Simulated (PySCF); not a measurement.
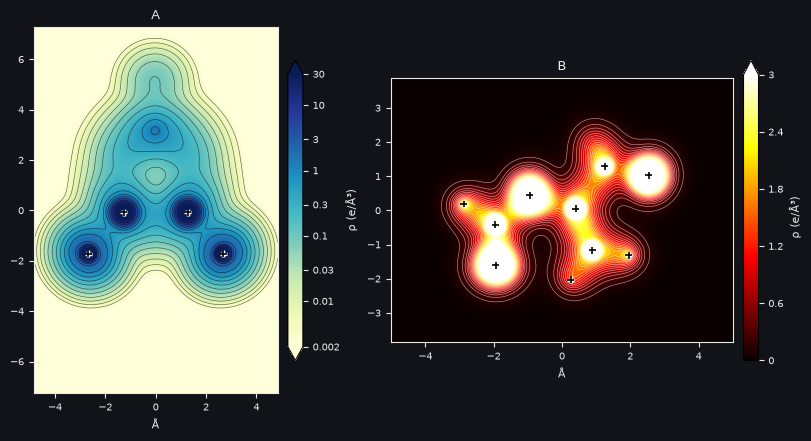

The electron density of 2 systems, each on a plane through atoms (crosses mark nuclei in the plane).

All numbers below come from PySCF 2.14.0, wB97X-D/def2-SVPD, SCF density, gas phase.

System 1: C6H7FO2, the plane of atoms O7, C8 and H16. Geometry: GFN2-xTB.

```yaml
atoms:
  - { symbol: C, position_ang: [-2.6609, -0.6592, -0.0630] }
  - { symbol: C, position_ang: [-1.4201, -0.8067, -0.4831] }
  - { symbol: C, position_ang: [-0.5477, 0.3216, -0.9611] }
  - { symbol: F, position_ang: [-1.2485, 1.5011, -1.0241] }
  - { symbol: C, position_ang: [0.6457, 0.4837, -0.0363] }
  - { symbol: C, position_ang: [0.7507, 1.4351, 0.8746] }
  - { symbol: O, position_ang: [1.5616, -0.5282, -0.3101] }
  - { symbol: C, position_ang: [2.6479, -0.7629, 0.4156] }
  - { symbol: O, position_ang: [3.0386, -0.1919, 1.3865] }
  - { symbol: H, position_ang: [-3.2448, -1.4972, 0.2748] }
  - { symbol: H, position_ang: [-3.1406, 0.3046, -0.0520] }
  - { symbol: H, position_ang: [-0.9268, -1.7678, -0.5020] }
  - { symbol: H, position_ang: [-0.1875, 0.1155, -1.9799] }
  - { symbol: H, position_ang: [-0.0405, 2.1565, 0.9714] }
  - { symbol: H, position_ang: [1.6007, 1.5288, 1.5232] }
  - { symbol: H, position_ang: [3.1646, -1.6240, -0.0458] }
```

System 2: Cl6Ge6, the plane of atoms Cl2, Ge1 and Ge5. Geometry: PBE0-D3(BJ)/def2-SVP.

```xyz
12

Ge    0.6442    1.1878   -1.3394
Cl    1.3430    2.5778   -2.8439
Ge    0.4072    1.4487    1.1904
Cl    0.8655    3.1304    2.4791
Ge   -1.6458    0.9304   -0.2440
Cl   -3.4882    2.0220   -0.5577
Ge   -1.2454   -1.4947    0.0507
Cl   -2.6861   -3.1141    0.0913
Ge    1.0520   -1.2389   -1.0742
Cl    2.2743   -2.5451   -2.2961
Ge    0.8321   -0.9766    1.4669
Cl    1.7626   -2.0105    3.1280
```

**Which map belongs to which system?**

Panel A is system 2, Cl6Ge6: the plane holds Ge and Cl. Ge–Cl (2.16 Å): the density is about 0.71 e/Å³ at the midpoint. Panel B is system 1, C6H7FO2: the plane holds C, F, O and H. C–O (1.19 Å): ρ at the midpoint is about 3.5 e/Å³.
